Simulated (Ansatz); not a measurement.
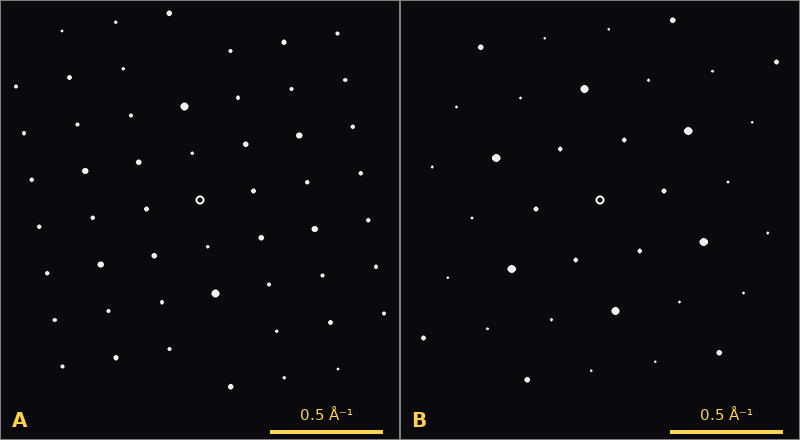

Kinematic electron diffraction patterns (120 kV, B = 0.5 Å², same scale, each along a low-index zone) of two structures of composition K3F2, each relaxed at zero pressure with Ansatz 0.2.0, DFT PBE, scalar-relativistic, plane waves, PAW.

The structures (standard cells):
1. P4/mbm (No. 127), a = 8.189 Å, c = 4.697 Å, 10 atoms; generated start, possibly hypothetical
2. R-3c (No. 167), a = 6.876 Å, c = 19.990 Å (hexagonal axes), 30 atoms; generated start, possibly hypothetical

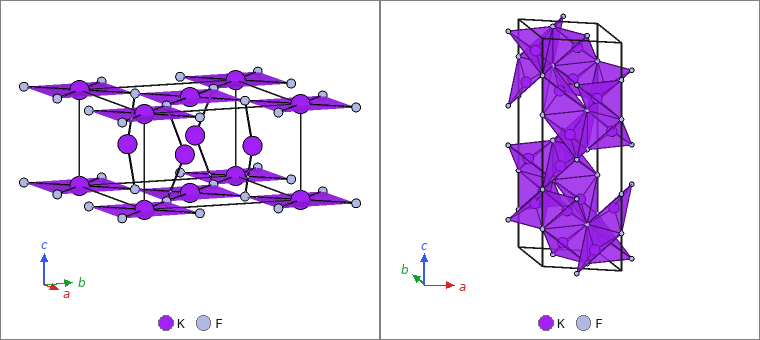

Drawings of the structures 1 to 2, from left to right (each may span several cells).

Which pattern belongs to which structure, and along which zone?

A is structure 1 along [100] or an equivalent direction: rectangular net of 0 0 1 at d = 4.70 Å and 0 2 0 at d = 4.09 Å, 90.0° apart (some points of this net are extinct or too weak to see). B is structure 2 along [001]: hexagonal net of 1 1 0 at d = 3.44 Å and -1 2 0 at d = 3.44 Å, 60.0° apart (some points of this net are extinct or too weak to see).

Rank the structures by their computed energy.

Structure 2 (R-3c, 27.28 Å³ an atom) is the lowest of these; structure 1 (P4/mbm, 31.49 Å³ an atom) lies about 130 meV an atom higher. These are static energies at 0 K; other structures, not shown, may lie lower still.
